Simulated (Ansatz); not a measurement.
C$_{3}$H$_{5}$ClGaN (SMILES [CH3][Ga]([Cl])[CH2]C#N)

Input

```
basis:
  gaussian:
    orbitals: def2-SVPD
crystal:
  periodic: [false, false, false]
  atoms:
    - {symbol: C, position_ang: [-2.838081, -0.334988, 1.805793]}
    - {symbol: C, position_ang: [0.243993, -1.729365, 0.742583]}
    - {symbol: C, position_ang: [0.847259, -0.897339, 1.755395]}
    - {symbol: Cl, position_ang: [-2.646781, -2.735523, -0.808616]}
    - {symbol: Ga, position_ang: [-1.731342, -1.490374, 0.702541]}
    - {symbol: N, position_ang: [1.270957, -0.206121, 2.584619]}
    - {symbol: H, position_ang: [-2.222849, 0.235319, 2.515950]}
    - {symbol: H, position_ang: [-3.399685, 0.362163, 1.165548]}
    - {symbol: H, position_ang: [-3.568850, -0.942504, 2.361065]}
    - {symbol: H, position_ang: [0.460678, -2.793686, 0.927519]}
    - {symbol: H, position_ang: [0.642608, -1.485468, -0.255215]}
hamiltonian:
  xc: pbe0
output: {forces: true, orbitals: {seedname: orbitals}}
```

Launched as:

```sh
ansatz run input.yaml --threads 2 --pin off --max-ram 5220MiB --events-out events.jsonl --progress --plain --runs-dir runs
```

Geometry: PBE0-D3(BJ)/def2-SVP.

All numbers below come from isolated molecule in a Gaussian basis; Kohn-Sham density functional theory, functional PBE0 (Ansatz).

Question: What can the converged electron density and electron localisation function tell about the bonding?

Answer: C–N (1.16 Å): the density is about 3.5 e/Å³ at the midpoint; the ELF peaks at about 0.85 between the atoms; a multiple bond.
C–C (1.44 Å): ρ at the midpoint is about 1.8 e/Å³; the ELF peaks at about 0.95 between the atoms; localised, covalent bonding.
C–Ga (1.94 Å): ρ is about 0.82 e/Å³ halfway; the ELF peaks at about 0.90 in the valence shell of C, 0.7 Å from its nucleus, and is about 0.60 at the midpoint.
Ga–Cl (2.16 Å): ρ at the midpoint is about 0.67 e/Å³; the ELF peaks at about 0.85 in the valence shell of Cl, 0.8 Å from its nucleus, and is about 0.55 at the midpoint.

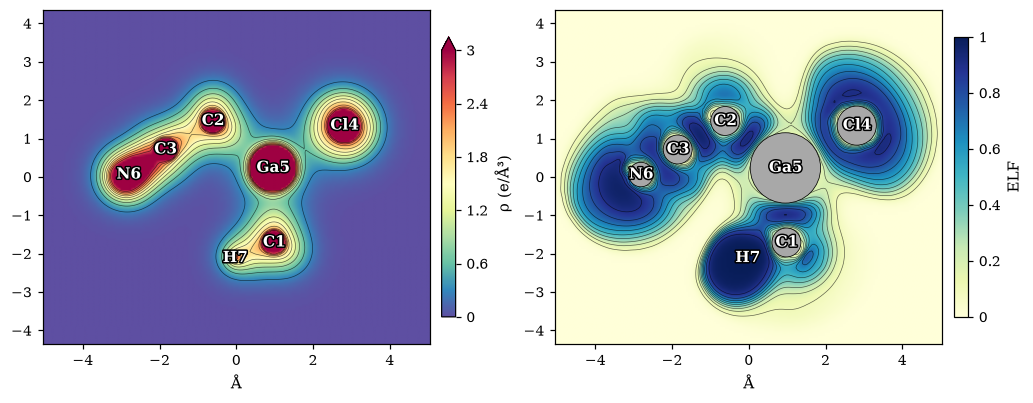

Computed electron density and electron localisation function on the plane of atoms Ga5, C1 and H7, in this order. Grey discs cover the atomic cores in the ELF map. 
